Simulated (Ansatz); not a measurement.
The structure below was relaxed with DFT with PBEsol, PAW potentials and a 420 eV plane-wave cutoff in Ansatz (a quantum-chemistry and plane-wave program), no SOC, at pressure 2.1 GPa.

```xyz
2
Lattice="0.0000 2.6980 2.6980 2.6980 0.0000 2.6980 2.6980 2.6980 0.0000" Properties=species:S:1:pos:R:3 pbc="T T T"
Ga     0.0000     0.0000     0.0000
P      1.3490     1.3490     1.3490
```

Q: Find the space group and the Wyckoff positions.

A: Space group F-43m (No. 216); a = 5.3961 Å, b = 5.3961 Å, c = 5.3961 Å, α = 90.00°, β = 90.00°, γ = 90.00°

```json
[
 {"atom": "Ga", "site": "4a", "symmetry": "-43m", "x": "0.0000", "y": "0.0000", "z": "0.0000"},
 {"atom": "P", "site": "4d", "symmetry": "-43m", "x": "0.7500", "y": "0.7500", "z": "0.7500"}
]
```

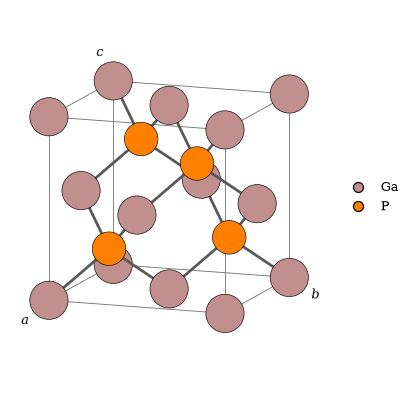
The conventional cell

Load acts through the strain it causes; cell and atoms are relaxed under it. Whether these cells are dynamically stable was not tested. Tetrahedral semiconductors of this kind turn to denser phases somewhere between about 1 and 50 GPa; those were not computed, so compressed cells here can lie past the real transition. The cell was made from GaP in the zinc blende structure (space group F-43m, No. 216) by this change: pressure 2.1 GPa.
